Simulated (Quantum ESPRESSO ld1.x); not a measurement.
## Atomic calculation, with input and output: Au²⁺

System: the gold ion Au²⁺ in the configuration [Xe] 4f14 5d9 (5d3/2: 4, 5d5/2: 5).
Method: Dirac Kohn-Sham, LDA (Slater exchange, Hedin-Lundqvist correlation), spin-unpolarised, spherical densities, point nucleus (Quantum ESPRESSO ld1.x 7.5).

### Input file
```
 &input
    atom='Au',
    iswitch=1,
    rel=2,
    dft='SLA-HL',
    config='[Xe] 4f14 5d9',
    rel_dist='energy',
    lsmall=.true.,
    prefix='ld1',
    max_out_wfc=37,
    file_charge='ld1.rho',
 /
```

### The program's output
```
     Program LD1 v.7.5 starts

     --------------------------- All-electron run ----------------------------

     dirac relativistic calculation

     atomic number is 79.00
     dft =SLA-HL   lsd =0 sic =0 latt =0  beta=0.20 tr2=1.0E-14
     Exchange-correlation= SLA-HL
                           (   1   6   0   0   0   0   0)
     mesh =2123 r(mesh) = 100.13829 a.u. xmin = -8.00 dx = 0.00800
     1 Ry =  13.60569312 eV, c = 137.03599908

     n l j   nl                  e(Ry)          e(Ha)          e(eV)
     Spin orbit split results
     1 0 0.5 1S 1( 2.00)     -5924.9590     -2962.4795    -80613.1742
     2 0 0.5 2S 1( 2.00)     -1045.9576      -522.9788    -14230.9780
     2 1 0.5 2P 1( 2.00)     -1003.2568      -501.6284    -13650.0037
     2 1 1.5 2P 1( 4.00)      -868.4655      -434.2328    -11816.0751
     3 0 0.5 3S 1( 2.00)      -248.0350      -124.0175     -3374.6887
     3 1 0.5 3P 1( 2.00)      -228.8189      -114.4095     -3113.2404
     3 1 1.5 3P 1( 4.00)      -199.0813       -99.5407     -2708.6395
     4 0 0.5 4S 1( 2.00)       -55.0301       -27.5151      -748.7232
     4 1 0.5 4P 1( 2.00)       -46.8411       -23.4205      -637.3052
     4 1 1.5 4P 1( 4.00)       -39.6913       -19.8456      -540.0274
     3 2 1.5 3D 1( 4.00)      -167.1113       -83.5556     -2273.6649
     3 2 2.5 3D 1( 6.00)      -160.7160       -80.3580     -2186.6519
     5 0 0.5 5S 1( 2.00)        -9.5631        -4.7815      -130.1120
     5 1 0.5 5P 1( 2.00)        -6.8938        -3.4469       -93.7954
     5 1 1.5 5P 1( 4.00)        -5.6616        -2.8308       -77.0294
     4 2 1.5 4D 1( 4.00)       -26.2783       -13.1391      -357.5340
     4 2 2.5 4D 1( 6.00)       -24.9469       -12.4735      -339.4205
     4 3 2.5 4F 1( 6.00)        -7.7257        -3.8629      -105.1136
     4 3 3.5 4F 1( 8.00)        -7.4453        -3.7226      -101.2985
     5 2 1.5 5D 1( 4.00)        -2.1079        -1.0539       -28.6789
     5 2 2.5 5D 1( 5.00)        -1.9819        -0.9909       -26.9648
     Averaged results
     1 0     1S 1( 2.00)     -5924.9590     -2962.4795    -80613.1742
     2 0     2S 1( 2.00)     -1045.9576      -522.9788    -14230.9780
     2 1     2P 1( 6.00)      -913.3959      -456.6980    -12427.3846
     3 0     3S 1( 2.00)      -248.0350      -124.0175     -3374.6887
     3 1     3P 1( 6.00)      -208.9939      -104.4969     -2843.5064
     4 0     4S 1( 2.00)       -55.0301       -27.5151      -748.7232
     4 1     4P 1( 6.00)       -42.0745       -21.0373      -572.4533
     3 2     3D 1(10.00)      -163.2741       -81.6370     -2221.4571
     5 0     5S 1( 2.00)        -9.5631        -4.7815      -130.1120
     5 1     5P 1( 6.00)        -6.0723        -3.0362       -82.6181
     4 2     4D 1(10.00)       -25.4795       -12.7397      -346.6659
     4 3     4F 1(14.00)        -7.5655        -3.7827      -102.9335
     5 2     5D 1( 9.00)        -2.0323        -1.0161       -27.6505

     final scf error:  7.5E-15 reached in  32 iterations

     Etot =  -38072.004292 Ry,  -19036.002146 Ha, -517996.006973 eV

     Ekin =   43744.924788 Ry,   21872.462394 Ha,  595180.022358 eV
     Encl =  -95811.123103 Ry,  -47905.561551 Ha,-1303576.738705 eV
     Eh   =   14701.690587 Ry,    7350.845293 Ha,  200026.690514 eV
     Exc  =    -707.496564 Ry,    -353.748282 Ha,   -9625.981140 eV

     normalization and overlap integrals

     s(1S/1S) =  1.000000  <r> =   0.0169  <r2> =    0.0004  r(max) =   0.0104
     s(1S/2S) = -0.000000
     s(1S/3S) = -0.000000
     s(1S/4S) =  0.000000
     s(1S/5S) =  0.000000
     s(2S/2S) =  1.000000  <r> =   0.0705  <r2> =    0.0059  r(max) =   0.0602
     s(2S/3S) =  0.000000
     s(2S/4S) =  0.000000
     s(2S/5S) =  0.000000
     s(2P/2P) =  1.000000  <r> =   0.0580  <r2> =    0.0042  r(max) =   0.0448
     s(2P/3P) =  0.000000
     s(2P/4P) =  0.000000
     s(2P/5P) =  0.000000
     s(2P/2P) =  1.000000  <r> =   0.0665  <r2> =    0.0054  r(max) =   0.0517
     s(2P/3P) =  0.000000
     s(2P/4P) =  0.000000
     s(2P/5P) =  0.000000
     s(3S/3S) =  1.000000  <r> =   0.1834  <r2> =    0.0386  r(max) =   0.1704
     s(3S/4S) =  0.000000
     s(3S/5S) =  0.000000
     s(3P/3P) =  1.000000  <r> =   0.1737  <r2> =    0.0352  r(max) =   0.1586
     s(3P/4P) =  0.000000
     s(3P/5P) =  0.000000
     s(3P/3P) =  1.000000  <r> =   0.1894  <r2> =    0.0416  r(max) =   0.1732
     s(3P/4P) =  0.000000
     s(3P/5P) =  0.000000
     s(4S/4S) =  1.000000  <r> =   0.4071  <r2> =    0.1873  r(max) =   0.3823
     s(4S/5S) =  0.000000
     s(4P/4P) =  1.000000  <r> =   0.4095  <r2> =    0.1911  r(max) =   0.3823
     s(4P/5P) =  0.000000
     s(4P/4P) =  1.000000  <r> =   0.4438  <r2> =    0.2240  r(max) =   0.4109
     s(4P/5P) =  0.000000
     s(3D/3D) =  1.000000  <r> =   0.1649  <r2> =    0.0319  r(max) =   0.1351
     s(3D/4D) =  0.000000
     s(3D/5D) =  0.000000
     s(3D/3D) =  1.000000  <r> =   0.1697  <r2> =    0.0337  r(max) =   0.1395
     s(3D/4D) = -0.000000
     s(3D/5D) = -0.000000
     s(5S/5S) =  1.000000  <r> =   0.9258  <r2> =    0.9623  r(max) =   0.8509
     s(5P/5P) =  1.000000  <r> =   1.0000  <r2> =    1.1306  r(max) =   0.8928
     s(5P/5P) =  1.000000  <r> =   1.0981  <r2> =    1.3646  r(max) =   0.9749
     s(4D/4D) =  1.000000  <r> =   0.4522  <r2> =    0.2366  r(max) =   0.4044
     s(4D/5D) =  0.000000
     s(4D/4D) =  1.000000  <r> =   0.4634  <r2> =    0.2483  r(max) =   0.4142
     s(4D/5D) = -0.000000
     s(4F/4F) =  1.000000  <r> =   0.4952  <r2> =    0.2974  r(max) =   0.3733
     s(4F/4F) =  1.000000  <r> =   0.5023  <r2> =    0.3059  r(max) =   0.3763
     s(5D/5D) =  1.000000  <r> =   1.4691  <r2> =    2.5248  r(max) =   1.1812
     s(5D/5D) =  1.000000  <r> =   1.5238  <r2> =    2.7188  r(max) =   1.2196

     ------------------------ End of All-electron run ------------------------
```

### Orbitals

| orbital | occupation | energy (eV) | ⟨r⟩ (bohr) | outer maximum (bohr) |
| --- | --- | --- | --- | --- |
| 1s | 2 | −80613.2 | 0.01687 | 0.0104 |
| 2s | 2 | −14231.0 | 0.07048 | 0.0602 |
| 2p1/2 | 2 | −13650.0 | 0.05800 | 0.0448 |
| 2p3/2 | 4 | −11816.1 | 0.06655 | 0.0517 |
| 3s | 2 | −3374.7 | 0.1834 | 0.170 |
| 3p1/2 | 2 | −3113.2 | 0.1737 | 0.159 |
| 3p3/2 | 4 | −2708.6 | 0.1894 | 0.173 |
| 3d3/2 | 4 | −2273.7 | 0.1649 | 0.135 |
| 3d5/2 | 6 | −2186.7 | 0.1697 | 0.140 |
| 4s | 2 | −748.723 | 0.4071 | 0.382 |
| 4p1/2 | 2 | −637.305 | 0.4095 | 0.382 |
| 4p3/2 | 4 | −540.027 | 0.4438 | 0.411 |
| 4d3/2 | 4 | −357.534 | 0.4522 | 0.404 |
| 4d5/2 | 6 | −339.421 | 0.4634 | 0.414 |
| 5s | 2 | −130.112 | 0.9258 | 0.851 |
| 4f5/2 | 6 | −105.114 | 0.4952 | 0.373 |
| 4f7/2 | 8 | −101.299 | 0.5023 | 0.376 |
| 5p1/2 | 2 | −93.795 | 1.000 | 0.893 |
| 5p3/2 | 4 | −77.029 | 1.098 | 0.975 |
| 5d3/2 | 4 | −28.679 | 1.469 | 1.18 |
| 5d5/2 | 5 | −26.965 | 1.524 | 1.22 |

### Slater integrals of the outer shells (hartree)

```tsv
integral	value
F0(5d5/2,5d5/2)	0.5943
F2(5d5/2,5d5/2)	0.3063
F4(5d5/2,5d5/2)	0.2021
F0(5d5/2,5d3/2)	0.6050
F2(5d5/2,5d3/2)	0.3117
F4(5d5/2,5d3/2)	0.2057
G0(5d5/2,5d3/2)	0.6031
G2(5d5/2,5d3/2)	0.3112
```

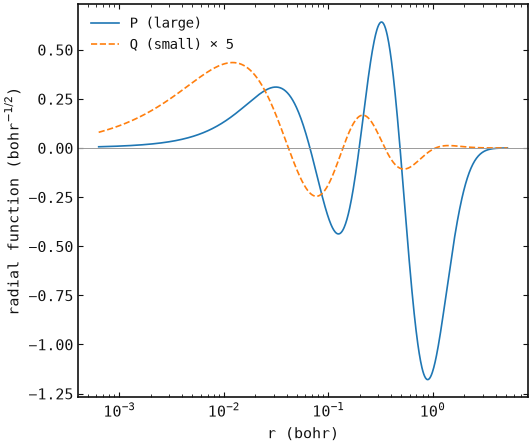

Fig. 1: The large and small radial components of one occupied spinor. It is 5p1/2. The spinor has κ = 1: the large component has l = 1 and 3 radial nodes (r = 0.0669, 0.198 and 0.487 bohr), the small one has l = 0. The small component carries 0.051 % of the norm; ⟨r⟩ = 1.00 bohr and the eigenvalue is −93.8 eV. The nodes of P give n − l − 1 and its extent picks the shell; Q has as many nodes as P for κ < 0 and one more for κ > 0.

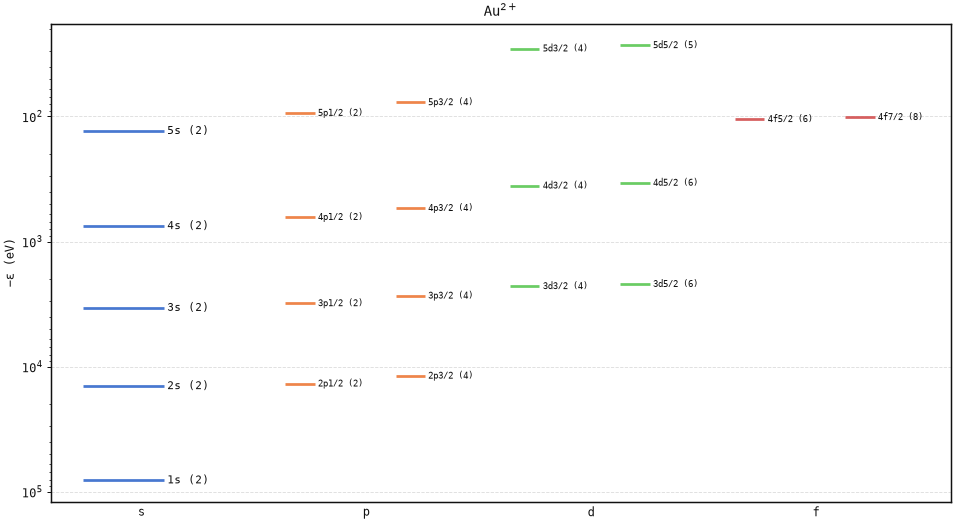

Fig. 2: All occupied levels, on a logarithmic scale of binding energy, are drawn by angular momentum (occupations in brackets, the lower j at the left of each column). The highest occupied level is 5d5/2 at −27.0 eV. The highest 6 occupied levels, from the top down, are 5d5/2 (−27.0 eV), 5d3/2 (−28.7 eV), 5p3/2 (−77.0 eV), 5p1/2 (−93.8 eV), 4f7/2 (−101.3 eV), 4f5/2 (−105.1 eV). Spin-orbit splittings: 5d 1.71 eV, 5p 16.8 eV, 4f 3.82 eV, 4d 18.1 eV.

### Summary

- outcome: converged
- total energy: −19036.0021 hartree
- kinetic energy: 21872.4624 hartree
- electron–nucleus energy: −47905.5616 hartree
- Hartree energy: 7350.8453 hartree
- exchange–correlation energy: −353.748282 hartree
- radius at density 0.001 e/bohr³: 3.51 bohr
- SCF iterations: 32
- hardware: 1 CPU thread, shared host
- wall time: 1.6 s
